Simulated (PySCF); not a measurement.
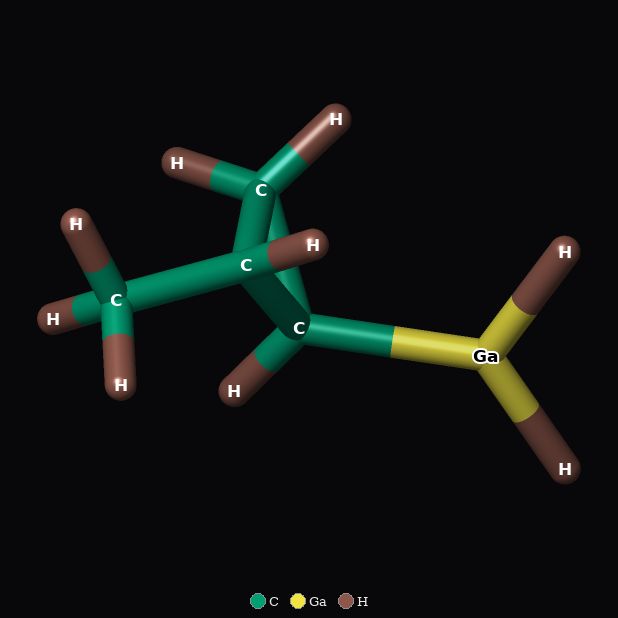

Computed geometry: GFN2-xTB optimisation. No frequency run is at hand to confirm it as a minimum. Level of theory: PBE0/def2-SVPD, gas phase (PySCF 2.14.0). Excitations: vertical, linear response.

Computed properties:

The species is C₄H₉Ga (`C[C@@H]1C[C@H]1[GaH2]`).
- dipole moment: 0.96 D
- HOMO energy (Kohn–Sham orbital): −7.36 eV
- LUMO energy (Kohn–Sham orbital): −1.36 eV
- HOMO–LUMO gap: 6.00 eV
- mean static polarisability: 77.9 bohr³
- lowest vertical singlet excitation: 4.67 eV
- its oscillator strength: 0.001
- brightest of the 6 lowest singlets: 7.26 eV
- its oscillator strength: 0.23

The geometry is semi-empirical. Around Ga such bond lengths and angles can be off by a tenth of an ångström or more and by several degrees, and values that hang on the shape move with them.
